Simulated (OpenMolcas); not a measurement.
**O2 (oxygen) in OpenMolcas**

Aim: the excited states of O2 (oxygen).

The results are computed with OpenMolcas 26.06.

### Step 1. The structure to begin with

O2: 2 atoms, total charge 0, spin state triplet. SMILES: `O=O`. Geometry: relaxed at PBE0-D4/def2-TZVP.

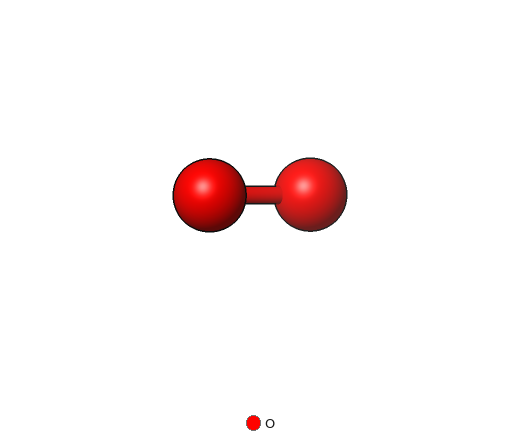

Viewed from a chosen angle; oxygen red.

### Step 2. The job

Contents of step17.inp:

```
* O2 CASPT2

&GATEWAY
 XBAS
 O.ANO-L-VDZP
 End of Basis
 ZMAT
 O1
 O2 1 1.192806
 End of ZMAT

&SEWARD

&RASSCF
 FileOrb = $CurrDir/step2.RasOrb
 Spin = 3
 Nactel = 8 0 0
 Inactive = 4
 Ras2 = 6
 CIRoot = 3 3 1
 OrbListing = Nothing
 OrbAppear = Compact

&CASPT2
 Multistate = all
 Frozen = 16
```

Command:

```sh
export MOLCAS_MEM=1860
pymolcas step17.inp > step17.log
```

Log:

```text
--- Start Module: gateway ---

                                              &GATEWAY

                       available to each process: 1.9 GB of memory, 1 thread

++    Symmetry information:
      ---------------------

                    Character Table for C1

                             E
                    a        1  x, y, xy, Rz, z, xz, Ry, yz, Rx, I
--

++    Basis set information:
      ----------------------

      Basis set label: O.ANO-L...3S2P1D.

      Electronic valence basis set:
      ------------------
      Associated Effective Charge   8.000000 au
      Associated Actual Charge      8.000000 au
      Nuclear Model: Point charge

      Shell  nPrim  nBasis  Cartesian Spherical Contaminant
         s      14       3        X
         p       9       2        X
         d       4       1                 X
--

++    Molecular structure info:
      -------------------------

                    ************************************************
                    **** Cartesian Coordinates / bohr, angstrom ****
                    ************************************************

     Center  Label                x              y              z                     x              y              z
[... 122 lines left out ...]
                                         RASSCF iterations: Energy and convergence statistics
[... 19 lines left out ...]
      printout of CI-coefficients larger than  0.05 for root  1
[... 10 lines left out ...]
      printout of CI-coefficients larger than  0.05 for root  2
[... 9 lines left out ...]
      printout of CI-coefficients larger than  0.05 for root  3
[... 9 lines left out ...]
      Natural orbitals and occupation numbers for root  1
[... 9 lines left out ...]
      *                                                    Final results                                                     *
[... 16 lines left out ...]
      Final state energy(ies):
[... 4 lines left out ...]
::    RASSCF root number  3 Total energy:   -149.51780676
[... 91 lines left out ...]
      Von Neumann Entropy (Root   2) =  1.34690
[... 119 lines left out ...]
      Dipole Moment (debye):
[... 51 lines left out ...]
        O1           O2             0.766
      -------------------------------------------------------------------------------------
      NBO located      1.532 electrons involved in    1 bonds.
      NBO located      0.999 non-bonded electrons on atom O1
      NBO located      0.999 non-bonded electrons on atom O2
      The remaining    4.193 electrons are to be considered as diffuse
--

--

      Average orbitals are written to the RASORB file
      Natural orbitals for root   1 are written to the RASORB.1 file
      Natural orbitals for root   2 are written to the RASORB.2 file
      Natural orbitals for root   3 are written to the RASORB.3 file
      Spin density orbitals for root   1 are written to the SPDORB.1 file
      Spin density orbitals for root   2 are written to the SPDORB.2 file
      Spin density orbitals for root   3 are written to the SPDORB.3 file

--- Stop Module: rasscf /rc=_RC_ALL_IS_WELL_ ---
           step17.RasOrb.2 step17.RasOrb.3 step17.rasscf.h5 step17.SpdOrb.1 step17.SpdOrb.2 step17.SpdOrb.3 xmldump
--- Module rasscf spent 1 second ---

--- Start Module: caspt2 ---

                                              &CASPT2

                       available to each process: 1.9 GB of memory, 1 thread

 ###############################################################################
 ###    WARNING: User changed nr of frozen orbitals.                         ###
 ###############################################################################
 ###    ERROR: Too many frozen orbitals!                                     ###
 ###############################################################################
--- Stop Module: caspt2 /rc=_RC_INPUT_ERROR_ ---

.####################.
.# User input error #.
.####################.

    Timing: Wall=3.23 User=2.67 System=0.48
```

Wall time 3.6 s (1 thread of Intel Xeon Platinum 8259CL at 2.50GHz (Skylake/Cascade Lake), shared host); peak memory 0.37 GiB.

### Step 3. What went wrong

The job stopped with an error part of the way.

The log says `ERROR: Too many frozen orbitals`. What is wrong: too many or the wrong orbitals are frozen. To mend it: frozen core orbitals default in place of 16.
